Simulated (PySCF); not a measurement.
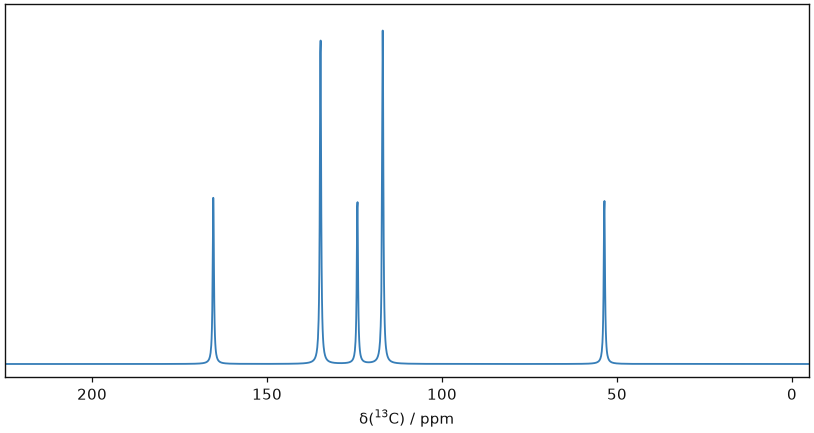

GIAO shifts, PBE0/def2-TZVP in PySCF 2.14.0, at a PBE0-D3(BJ)/def2-SVP geometry (no frequency check), against TMS for ¹³C computed at the same level. Gas phase, fully decoupled, line heights follow the number of nuclei, widths are arbitrary (no quadrupolar broadening); values of one conformer, averaged over nuclei that symmetry or rotation about single bonds exchange, these motions taken as fast; other conformers aren't averaged in.

Which molecule was computed?
A. C₅H₆O₂, SMILES OCc1ccoc1
B. C₆H₈, SMILES C=CCC1=CC1
C. C₃H₉BO₂, SMILES CC(C)B(O)O
D. C₇H₈O (anisole), SMILES COc1ccccc1

Answer. Option D. Its ¹³C signals: 165.3 (1 C), 134.7 (2 C), 124.2 (1 C), 116.9 (2 C), 53.6 (1 C) ppm.
